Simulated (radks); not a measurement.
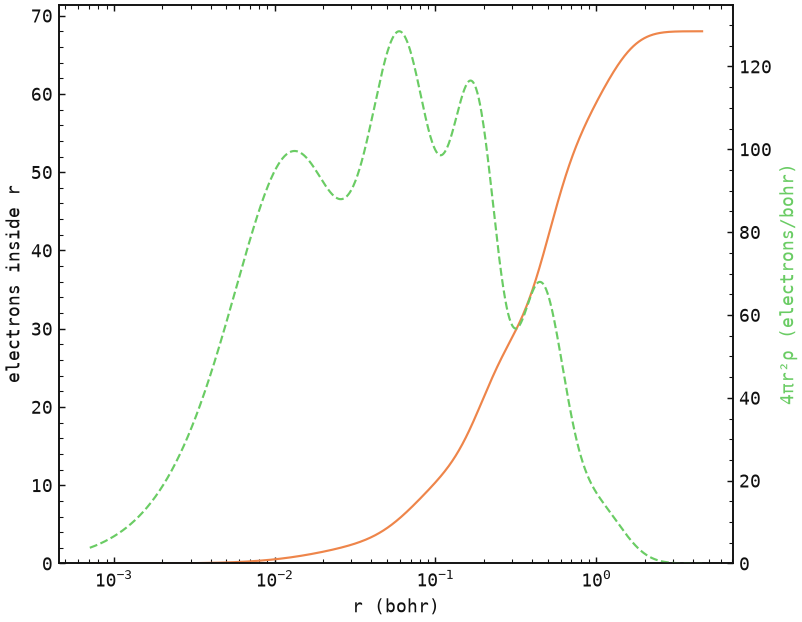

Lu³⁺ (Z = 71, 68 electrons); electrons: [Xe] 4f14. Theory: Dirac Kohn-Sham, PBE, spin-unpolarised, spherical densities, point nucleus (computed with the in-house radial solver radks).

```
Z 71
configuration [Xe] 4f14
relativity Dirac
functional pbe,pbe
spin unpolarised
j_filling energy
nucleus point
c 137.035999084
```

The plot shows the number of electrons inside radius r (solid) and the radial density 4πr²ρ (dashed).

Describe it and give its main numbers.

Answer. The count levels off at 68 electrons. Half of them lie within 0.386 bohr, 90 % within 1.15 bohr and 99 % within 2.08 bohr. The radial density has minima at 0.0257, 0.108 and 0.315 bohr, where the count stands at 2.0, 11.1 and 29.7; these part the shells that the density resolves.
